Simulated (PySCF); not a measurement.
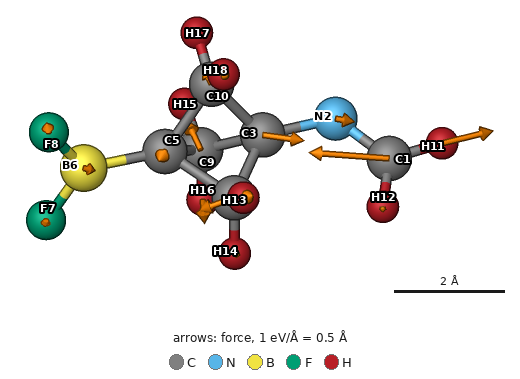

Starting geometry of C$_{6}$H$_{8}$BF$_{2}$N with the computed forces as orange arrows. The picture is a ball-and-stick view, seen face on.

The start comes from GFN2-xTB. Its atoms were then displaced at random by about 0.01 Å.

Level of theory: PySCF 2.14.0, density-fitted response routines, PBE0-D3(BJ)/def2-SVP geometry optimisation, gas phase. 

**What follows when this structure is relaxed?**

It isn't relaxed: the largest force vector, on a C atom, is 3.03 eV/Å. The final displacements follow the starting forces only in part (cosine between the two patterns 0.36). After 20 geometry steps the energy has fallen by 0.178 eV. The largest move after the best rigid fit is that of an H atom, 0.11 Å. Largest moves by element: H 0.11 Å, F 0.09 Å, C 0.06 Å, B 0.03 Å, N 0.03 Å. Among the contacts that change: C–H 1.047 → 1.099 Å, C–C 1.515 → 1.543 Å, C–C 1.590 → 1.561 Å, C–H 1.074 → 1.101 Å. Among the angles between lasting bonds that change: C–N–C 122.3° → 118.3°, C–C–H 120.2° → 117.2°, C–C–H 113.4° → 115.9°. The run took 14 min on 1 thread of Intel(R) Xeon(R) Processor @ 2.50GHz (shared host).
